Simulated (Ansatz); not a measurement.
## WC (Qusongite): optical spectrum from first principles: ground state and bands

Ansatz 0.2.0; DFT, PBE, plane-wave PAW, default files, scalar-relativistic, ground state.

The self-consistent density comes first; it also tells whether there is a gap, which decides the occupations and the need for a Drude term.

input.yaml

```yaml
crystal:
  lattice:
    - [2.9065, 0.0, 0.0]
    - [-1.45325, 2.5171028361, 0.0]
    - [0.0, 0.0, 2.8366]
  atoms:
    - { symbol: W, position: [0.0, 0.0, 0.0] }
    - { symbol: C, position: [0.6666666667, 0.3333333333, 0.5] }
kpoints:
  mp_grid: { grid: [9, 9, 8] }
  band_path:
    path:
      - [[0.0, 0.0, 0.0], [0.5, 0.0, 0.0], [0.33333333, 0.33333333, 0.0], [0.0, 0.0, 0.0], [0.0, 0.0, 0.5], [0.5, 0.0, 0.5], [0.33333333, 0.33333333, 0.5], [0.0, 0.0, 0.5]]
      - [[0.5, 0.0, 0.5], [0.5, 0.0, 0.0]]
      - [[0.33333333, 0.33333333, 0.0], [0.33333333, 0.33333333, 0.5]]
    npoints: 5
scf:
  occupations: { method: fermi_dirac, width: 0.05 }
  n_extra_bands: 6
hamiltonian:
  xc: pbe
  pseudopotentials: { kind: paw }
output:
  forces: true
  stress: true
  populations: true
  write_bands: true
```

On the command line:

```console
> ansatz run input.yaml --threads 4 --pin off --max-ram 8192MiB --backend cpu --events-out ev --progress --plain --runs-dir out
```

**Question.** What does this run give for the electronic bands?

An even count of 18 valence electrons could fill 9 bands, but bands overlap in energy here, so the system is a metal.

Numbers from this step:

```
volume              : 20.75 Å³
gap on the path     : 0 eV
```

The electronic bands at the labelled points (eV, zero at the Fermi level; # counts the bands kept):

| point | #2 | #3 | #4 | #5 | #6 | #7 | #8 | #9 |
| --- | --- | --- | --- | --- | --- | --- | --- | --- |
| Γ | -4.31 | -3.33 | -3.33 | 0.08 | 3.24 | 3.24 | 5.62 | 5.62 |
| M | -7.03 | -3.62 | -3.56 | -0.47 | 2.35 | 4.55 | 4.88 | 6.86 |
| K | -6.56 | -4.55 | -3.45 | 0.62 | 0.98 | 2.06 | 3.23 | 9.19 |
| Γ | -4.31 | -3.33 | -3.33 | 0.08 | 3.24 | 3.24 | 5.62 | 5.62 |
| A | -8.63 | -2.02 | -2.02 | -0.57 | -0.57 | 3.66 | 4.53 | 4.53 |
| L | -6.45 | -4.32 | -4.19 | 0.30 | 4.45 | 5.31 | 6.64 | 9.18 |
| H | -7.21 | -5.39 | -1.61 | -0.64 | 4.41 | 6.39 | 7.61 | 9.15 |
| A | -8.63 | -2.02 | -2.02 | -0.57 | -0.57 | 3.66 | 4.53 | 4.53 |
| jump to L | -6.45 | -4.32 | -4.19 | 0.30 | 4.45 | 5.31 | 6.64 | 9.18 |
| M | -7.03 | -3.62 | -3.56 | -0.47 | 2.35 | 4.55 | 4.88 | 6.86 |
| jump to K | -6.56 | -4.55 | -3.45 | 0.62 | 0.98 | 2.06 | 3.23 | 9.19 |
| H | -7.21 | -5.39 | -1.61 | -0.64 | 4.41 | 6.39 | 7.61 | 9.15 |

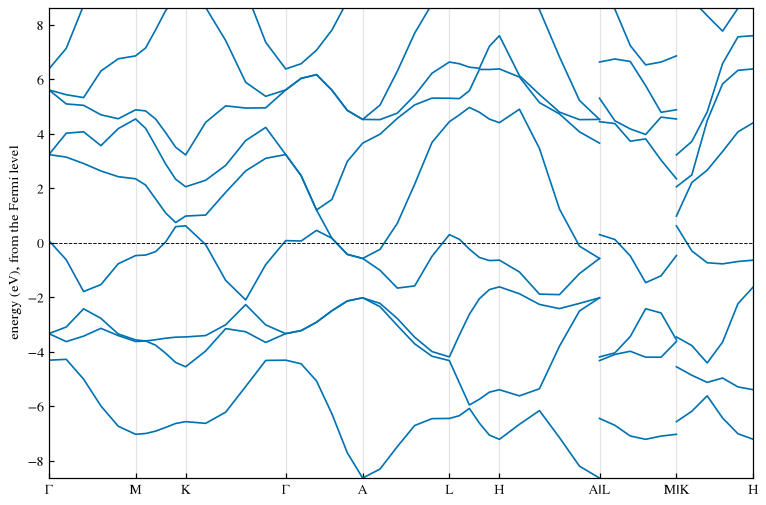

Electronic bands along the path.

[Logs are printed without paths, hosts, clocks, repeated set-up lines and the standing remarks that a program may print on its own settings, such as how far it seeks lower states.]

[Hosts, paths, dates, database ids (printed as entryN), source tags and the programs' standing remarks are cut or masked in the printed files.]
